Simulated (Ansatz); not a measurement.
# TiSi16: the cost of one run

Program: Ansatz 0.2.0. Level of theory: DFT PBE, plane waves, PAW, scalar-relativistic, no spin polarisation. These are calculated values, not measurements.

**1. The structure to begin with**

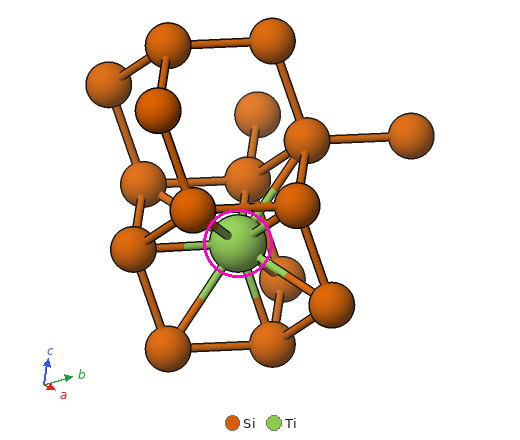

The starting structure, seen slightly off an axis (silicon orange, titanium green). Each atom of the cell is drawn once, at one copy chosen for all pictures, so bonds across the cell's faces may be missing. Ringed: Ti17.

Structure file:

```
CELL_PARAMETERS angstrom
0.00000 5.43000 5.43000
5.43000 0.00000 5.43000
5.43000 5.43000 0.00000
ATOMIC_POSITIONS crystal
Si 0.00000 0.00000 0.00000
Si 0.12500 0.12500 0.12500
Si 0.00000 0.00000 0.50000
Si 0.12500 0.12500 0.62500
Si 0.00000 0.50000 0.00000
Si 0.12500 0.62500 0.12500
Si 0.00000 0.50000 0.50000
Si 0.12500 0.62500 0.62500
Si 0.50000 0.00000 0.00000
Si 0.62500 0.12500 0.12500
Si 0.50000 0.00000 0.50000
Si 0.62500 0.12500 0.62500
Si 0.50000 0.50000 0.00000
Si 0.62500 0.62500 0.12500
Si 0.50000 0.50000 0.50000
Si 0.62500 0.62500 0.62500
Ti 0.37124 0.87651 0.37850
```

**2. End point A**

Contents of input.yaml:

```yaml
crystal:
  lattice:
    - [0.0, 5.43, 5.43]
    - [5.43, 0.0, 5.43]
    - [5.43, 5.43, 0.0]
  atoms:
    - { symbol: Si, position: [0.0, 0.0, 0.0] }
    - { symbol: Si, position: [0.125, 0.125, 0.125] }
    - { symbol: Si, position: [0.0, 0.0, 0.5] }
    - { symbol: Si, position: [0.125, 0.125, 0.625] }
    - { symbol: Si, position: [0.0, 0.5, 0.0] }
    - { symbol: Si, position: [0.125, 0.625, 0.125] }
    - { symbol: Si, position: [0.0, 0.5, 0.5] }
    - { symbol: Si, position: [0.125, 0.625, 0.625] }
    - { symbol: Si, position: [0.5, 0.0, 0.0] }
    - { symbol: Si, position: [0.625, 0.125, 0.125] }
    - { symbol: Si, position: [0.5, 0.0, 0.5] }
    - { symbol: Si, position: [0.625, 0.125, 0.625] }
    - { symbol: Si, position: [0.5, 0.5, 0.0] }
    - { symbol: Si, position: [0.625, 0.625, 0.125] }
    - { symbol: Si, position: [0.5, 0.5, 0.5] }
    - { symbol: Si, position: [0.625, 0.625, 0.625] }
    - { symbol: Ti, position: [0.3712394, 0.8765113, 0.3785016] }
basis:
  ecutwfc: 420.0
kpoints:
  mp_grid: { grid: [2, 2, 2] }
hamiltonian:
  xc: pbe
  pseudopotentials: { kind: paw, azcp: { folder: soft_1 } }
scf:
  occupations: { method: gaussian, width: 0.02 }
  lower_state_search: "off"
relax:
  f_tol: 0.03
  max_steps: 60
  adjacent_minimum: "off"
```

The run is started by

```sh
> ansatz run input.yaml --threads 1 --pin off --max-ram 3072MiB --backend cpu --events-out ev --progress --plain --runs-dir out
```

**Question.** How long does this run take on 1 thread of Arm Neoverse V2, shared host, and how much memory does it need?

About 98 s, with a peak of 0.55 GiB.
